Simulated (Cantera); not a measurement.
A closed system holds: 1 mol c-C₄F₈, 0.026 mol CH₄, 3 mol H₂, at 0.670 bar.

Cantera equilibrium calculation (NASA polynomials, part measured and part estimated; ideal gas, pure solids and liquids). Candidate condensed phases: C, C₆H₆, C₇H₈, C₈H₁₈; 95 gas species. The feed counts by its element totals alone. Gases not in the tables: C₂F₆ and larger saturated fluorocarbons. Rates play no part.

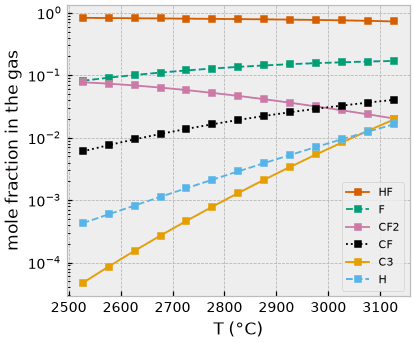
Fig. 1. Equilibrium gas composition (values under 1e-9 drawn at 1e-9)

Problem. Read off the mole fractions at 3027 °C.

Solution. HF about 0.76, F about 0.16, CF about 0.033, CF₂ about 0.027, H about 0.0095, C₃ about 0.0084.
